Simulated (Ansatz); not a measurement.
# CH6NOSi (doublet): what the fields show

Input file:

```
crystal:
  periodic: [false, false, false]
  atoms:
    - {symbol: C, position_ang: [0.075618, 1.321824, 0.308134]}
    - {symbol: Si, position_ang: [-0.277069, -0.455136, -0.101768]}
    - {symbol: N, position_ang: [0.904814, -1.199257, -1.150630]}
    - {symbol: O, position_ang: [-0.310081, -1.266333, 1.325077]}
    - {symbol: H, position_ang: [1.069039, 1.426169, 0.749756]}
    - {symbol: H, position_ang: [0.021547, 1.949769, -0.583939]}
    - {symbol: H, position_ang: [-0.657185, 1.688318, 1.031144]}
    - {symbol: H, position_ang: [-1.574178, -0.600255, -0.831843]}
    - {symbol: H, position_ang: [1.061018, -0.695841, -2.025882]}
    - {symbol: H, position_ang: [-0.230426, -2.220459, 1.282953]}
basis:
  gaussian: {orbitals: def2-TZVPP}
magnetization: {spin_polarized: true, initial_magnetization: 1}
hamiltonian: {xc: pbe0, dispersion: d4}
output: {orbitals: {seedname: orbitals}}
```

Command:

```sh
ansatz run in.yaml --threads 4 --pin off --events-out ev --progress --plain --max-ram 10444MiB
```

Geometry: PBE0-D4/def2-TZVP.

All numbers below come from UKS PBE0-D4/def2-TZVPP in Ansatz 0.2.0.

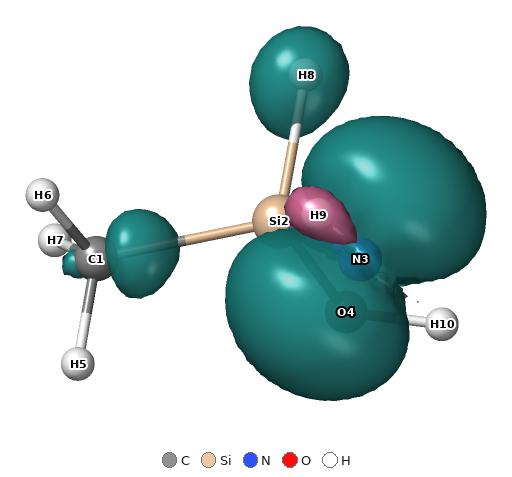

Figure 1. Isosurfaces of the spin density (α minus β) at +0.02 (teal) and −0.02 e/Å³ (pink), seen from one side.

**Which atoms carry the spin?**

The unpaired spin (1 electron) lies mostly on N3 (about 0.8) and Si2 (about 0.1), in electrons by Hirshfeld's partition.

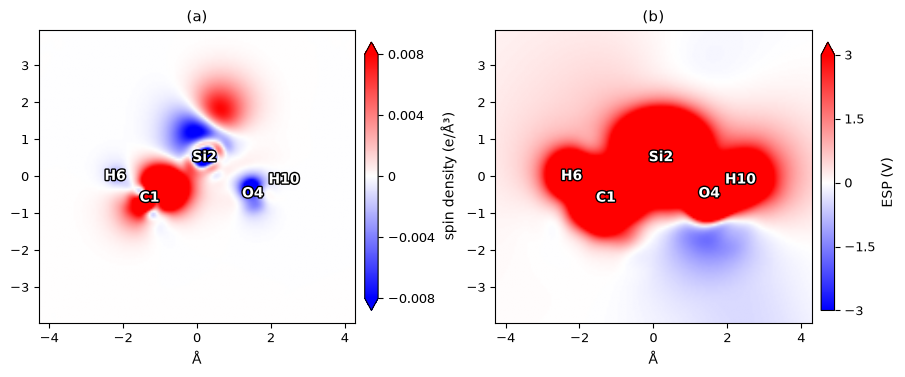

Figure 2. (a) spin density; (b) molecular electrostatic potential on the plane of atoms Si2, C1 and H6.

**Describe what can be read from this map.**

The section cuts through C, Si, O and H sites. The unpaired spin (1 electron) lies mostly on N3 (about 0.8) and Si2 (about 0.1), in electrons by Hirshfeld's partition. Outside the dense part of the molecule the potential is most negative (−1.7 V) near O4.

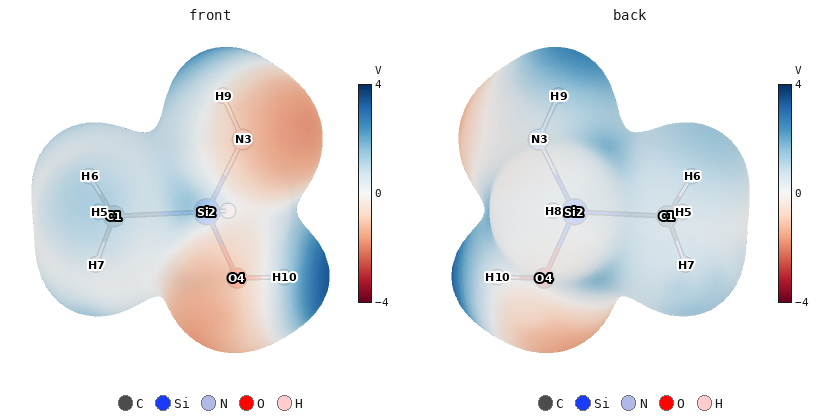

Figure 3. The electrostatic potential painted on the density surface at 0.004 e/bohr³, seen from the front and from behind; the colour scale runs from red (negative) to blue (positive).

**Describe the electrostatic potential map.**

The most negative region (about −1.8 V, or −42 kcal/mol for a unit charge) lies over N3, the most positive (about +3.2 V, or +74 kcal/mol for a unit charge) over H10. N3 is the likeliest acceptor of a hydrogen bond.
